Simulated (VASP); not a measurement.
Band structure of C (diamond). These are PBE GGA, VASP's PBE PAW potentials (set 64) (plane waves; VASP) values and carry that method's errors.

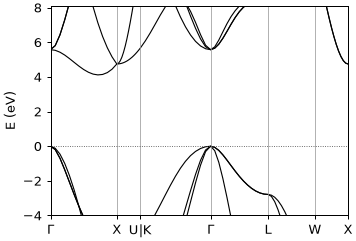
Bands along high-symmetry lines, zero at the valence-band maximum or, without a gap, the Fermi level

Problem. Read the plot: is there a gap, and where are the band edges?

Solution. The gap is indirect, 4.12 eV, from the valence maximum at Γ to the conduction minimum at Γ-X at 0.71. (Edges off the drawn lines would not show.)

The compound is C in the diamond structure. It was relaxed first.
